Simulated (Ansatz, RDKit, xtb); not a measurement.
# C4H6FN: which of the isomers drawn lies lowest?, part 2 of 2

Which of a sample of isomers of C4H6FN is the most stable in the gas at 298.15 K, and what are its properties? The sample is small against all isomers, and the most stable one of this formula need not be in it.

xtb, Ansatz and PySCF; isolated molecules.

### 10 c892a at MP2/def2-TZVPP

Input file input.yaml:

```yaml
crystal:
  periodic: [false, false, false]
  atoms:
    - symbol: C
      position_ang: [-2.287641, -0.890290, 1.896186]
    - symbol: C
      position_ang: [-1.227124, -0.496937, 1.173379]
    - symbol: C
      position_ang: [0.176625, -0.611735, 1.505680]
    - symbol: C
      position_ang: [1.236466, -0.217389, 0.746901]
    - symbol: F
      position_ang: [-1.470681, 0.097265, -0.033096]
    - symbol: "N"
      position_ang: [1.237565, 0.323472, -0.506465]
    - symbol: H
      position_ang: [-3.300456, -0.736503, 1.522603]
    - symbol: H
      position_ang: [-2.142523, -1.367827, 2.865066]
    - symbol: H
      position_ang: [0.396365, -1.067479, 2.472008]
    - symbol: H
      position_ang: [2.238346, -0.372594, 1.160648]
    - symbol: H
      position_ang: [2.078475, 0.765522, -0.849273]
    - symbol: H
      position_ang: [0.358872, 0.611101, -0.917887]
basis:
  gaussian: {orbitals: def2-TZVPP}
correlation: {method: mp2, frozen_orbitals: {C: 1, H: 0, F: 1, "N": 1}}
```

Launch:

```sh
$ ansatz run input.yaml --threads 2 --pin off --max-ram 5220MiB --events-out events.jsonl --progress --plain --runs-dir runs
```

The program printed:

```text
Warning: RAYON_NUM_THREADS=2 ignored (pool sized by the plan → 2); use --threads N
Functional definition: HF
  name "HF"
  exchange = exact_x
  correlation = 0
1638 factors; integrals over basis functions are off by at most 8.0e-4 eV
mean field evaluation 1: about -8402.1982 eV, gradient 4.0e1 eV
mean field evaluation 2: about -8402.5050 eV, gradient 4.0e1 eV
mean field evaluation 4: about -8406.5181 eV, gradient 4.2e0 eV
mean field evaluation 8: about -8406.5821 eV, gradient 3.8e-1 eV
mean field evaluation 16: about -8406.5833 eV, gradient 1.4e-6 eV
mean field -8406.58325200 eV, -308.9362363243 hartree, gradient 1.4e-6 eV, S^2 0.000000; 0 other end points of the search recorded, 0 dependent functions left out; unrestricted orbitals would lower it
6 core orbitals not correlated: weight in the atoms' cores, before any rotation towards them, 1.000 or more for the frozen orbitals, at most 0.000 for the correlated occupied ones
reference -8406.58325200 eV, -308.9362363243 hartree; 17, 17 occupied and 247, 247 virtual orbitals, 1638 factors
second order -29.93715208 eV of doubles, -0.00000000 eV of singles
Total energy: -8436.52040408 eV, -310.0364063710 hartree
```

Wall time 9.9 s (2 threads of Arm Neoverse V2, shared host); peak memory 0.69 GiB.

### 11 c755a at CCSD(T)/def2-SVP

Input file input.yaml:

```yaml
crystal:
  periodic: [false, false, false]
  atoms:
    - {symbol: C, position_ang: [-0.478278, -0.637560, -1.155099]}
    - {symbol: C, position_ang: [-0.035001, -0.481992, 0.102232]}
    - {symbol: C, position_ang: [-0.499947, 0.460277, 1.100249]}
    - {symbol: C, position_ang: [0.026485, 0.534190, 2.347317]}
    - {symbol: F, position_ang: [0.966969, -1.286459, 0.535678]}
    - {symbol: N, position_ang: [-0.314929, 1.432329, 3.324955]}
    - {symbol: H, position_ang: [-0.039953, -1.393176, -1.807684]}
    - {symbol: H, position_ang: [-1.282160, -0.006833, -1.534676]}
    - {symbol: H, position_ang: [-1.309390, 1.130161, 0.795310]}
    - {symbol: H, position_ang: [0.834976, -0.150014, 2.620213]}
    - {symbol: H, position_ang: [-1.160780, 1.978895, 3.211271]}
    - {symbol: H, position_ang: [-0.074124, 1.214324, 4.282850]}
basis:
  gaussian:
    orbitals: def2-SVP
correlation:
  method: ccsd_t
  frozen_orbitals: {C: 1, H: 0, F: 1, "N": 1}
```

Launch:

```sh
$ ansatz run input.yaml --threads 2 --pin off --max-ram 5220MiB --events-out events.jsonl --progress --plain --runs-dir runs
```

The program printed (excerpt; [...] marks lines left out):

```text
Warning: RAYON_NUM_THREADS=2 ignored (pool sized by the plan → 2); use --threads N
[... 2 set-up lines as earlier in the session ...]
[...]
1167 factors; integrals over basis functions are off by at most 1.3e-3 eV
[...]
mean field -8396.77952723 eV, -308.5759560839 hartree, gradient 2.0e-6 eV, S^2 0.000000; 0 other end points of the search recorded, 0 dependent functions left out; unrestricted orbitals would lower it
6 core orbitals not correlated: weight in the atoms' cores, before any rotation towards them, 1.000 or more for the frozen orbitals, at most 0.000 for the correlated occupied ones
reference -8396.77952723 eV, -308.5759560839 hartree; 17, 17 occupied and 91, 91 virtual orbitals, 1167 factors
second order -23.89965329 eV of doubles, -0.00000000 eV of singles
cycle   1  -24.39717623 eV  change   -5.0e-1 eV  update   1.1e-1
[...]
cycle  10  -25.16428938 eV  change   -6.0e-6 eV  update   1.8e-5
perturbative correction -0.83528158 eV, -0.0306960319 hartree
Total energy: -8422.77909819 eV, -309.5314226936 hartree
```

It took 21 s on 2 threads of Arm Neoverse V2, shared host; peak memory 0.66 GiB.

For c892a, c755a, c581a, c574a, c233a, c241a the log finds that unrestricted Hartree-Fock orbitals lie lower, a sign to watch the closed-shell reference there.

### 12 The ranking

Energies in kcal/mol from c581a; G adds the thermal terms to the CCSD(T)/def2-SVP + MP2/def2-TZVPP - MP2/def2-SVP energy. The columns left of the relaxed level are at the tight-binding geometries.

| label | SMILES | spin | GFN2-xTB | HF/STO-3G | r2SCAN-D4/def2-SVP | B3LYP/def2-SVP | HF/def2-SVP | MP2/def2-SVP | CCSD(T)/def2-SVP + MP2/def2-TZVPP - MP2/def2-SVP | G | share at equilibrium | T1 |
| --- | --- | --- | --- | --- | --- | --- | --- | --- | --- | --- | --- | --- |
| c581a | C=C/C=C(/N)F | singlet | 0.0 | 0.0 | 0.0 | 0.0 | 0.0 | 0.0 | 0.0 | 0.0 | 33.8 % | 0.012 |
| c574a | C=C/C=C(\N)F | singlet | -0.3 | 1.0 | 0.7 | 0.8 | 1.1 | 0.9 | 0.3 | 0.2 | 23.7 % | 0.012 |
| c892a | C=C(F)/C=C\N | singlet | -0.4 | 2.7 | -1.5 | -1.2 | 0.7 | 0.5 | -0.1 | 0.2 | 23.1 % | 0.013 |
| c755a | C=C(F)/C=C/N | singlet | -0.9 | 2.1 | -0.7 | -0.5 | 0.6 | 0.8 | 0.3 | 0.4 | 16.8 % | 0.013 |
| c241a | C=C(N)C(=C)F | singlet | 3.7 | 3.8 | 3.6 | 3.9 | 4.2 | 3.0 | 1.5 | 1.7 | 1.9 % | 0.012 |
| c233a | C=C/C(F)=C/N | singlet | 2.7 | 5.1 | 2.3 | 2.5 | 4.4 | 3.8 | 2.1 | 2.3 | 0.7 % | 0.012 |

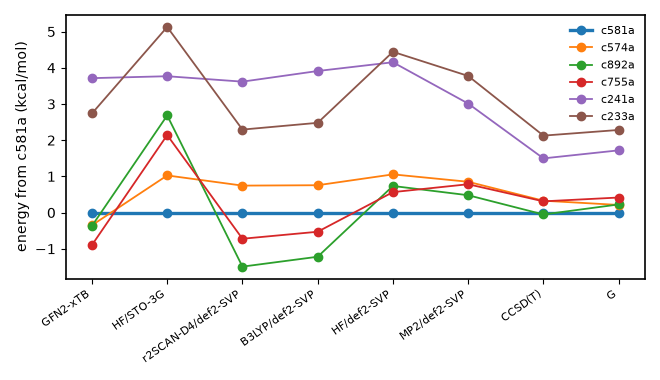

The finalists at each level, measured from c581a.

Lowest found: c581a, `C=C/C=C(/N)F`, a singlet. Bond lengths: C1–C2 1.346 Å, C2–C3 1.450 Å, C3–C4 1.352 Å, C4–F5 1.342 Å, C4–N6 1.375 Å, C1–H7 1.095 Å, C1–H8 1.092 Å, C2–H9 1.096 Å, C3–H10 1.094 Å, N6–H11 1.014 Å, N6–H12 1.016 Å. Some angles: C1–C2–C3 125.3°, C2–C3–C4 124.1°, C3–C4–F5 120.6°, C3–C4–N6 128.6°, F5–C4–N6 110.7°, C1–C2–H9 118.8°, C3–C2–H9 115.9°, C2–C1–H7 121.7°, C2–C1–H8 121.3°, C2–C3–H10 118.7°.

```xyz
12

C     0.7997   -0.1486   -1.0281
C     0.1269    0.5015   -0.0606
C    -0.1775   -0.0327    1.2531
C    -0.8567    0.6426    2.2067
F    -1.3510    1.8656    1.9584
N    -1.0925    0.2787    3.5119
H     1.1797   -1.1647   -0.8806
H     0.9909    0.3176   -1.9973
H    -0.2320    1.5173   -0.2592
H     0.1699   -1.0388    1.5049
H    -0.8887   -0.6869    3.7429
H    -1.9688    0.6159    3.9007
```

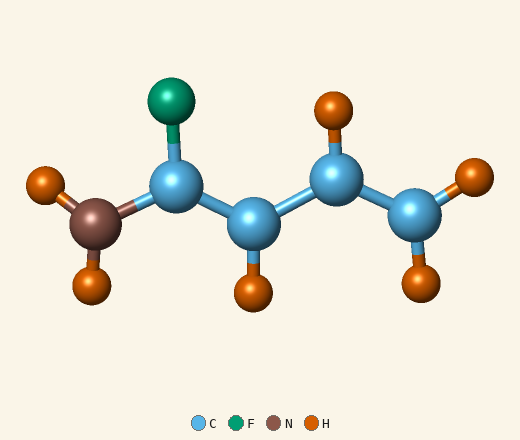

The lowest structure found, seen from a chosen angle (carbon blue, fluorine teal, nitrogen brown, hydrogen orange).

### 13 Outcome

What follows sums up all 2 parts.

| quantity | value |
| --- | --- |
| lowest structure found | C=C/C=C(/N)F, singlet |
| next finalist | C=C/C=C(\N)F, singlet, 0.2 kcal/mol higher in G |
| share at equilibrium, among the finalists | 33.8 % |
| funnel | 12 starts, 12 minima at GFN2-xTB from these starts (14 with those found later), 14 screening runs, 6 relaxed, 6 ranked |
| CPU time of all runs | 12 min |

**Reading.** The search ends on `C=C/C=C(/N)F`. The next finalist is drawn with the same bonds. At 0.2 kcal/mol the two aren't resolved. The thermal terms turn the order: in electronic energy alone `C=C(F)/C=C\N` is lowest. They come from GFN2-xTB, so the order rests on a rough term. HF/STO-3G, HF/def2-SVP and MP2/def2-SVP already put its bonding pattern lowest among the structures in one piece; GFN2-xTB favours the singlet C=C(F)/C=C/N; r2SCAN-D4/def2-SVP and B3LYP/def2-SVP favour the singlet C=C(F)/C=C\N. The largest share of the time went into the final energies (51 % of the CPU time that the search's summary counts). Lowest found is not proven lowest: the search is finite, and each finalist counts with one conformer. Only 12 drawn patterns were tried, so whole families of isomers are missing, and the result ranks this sample alone.
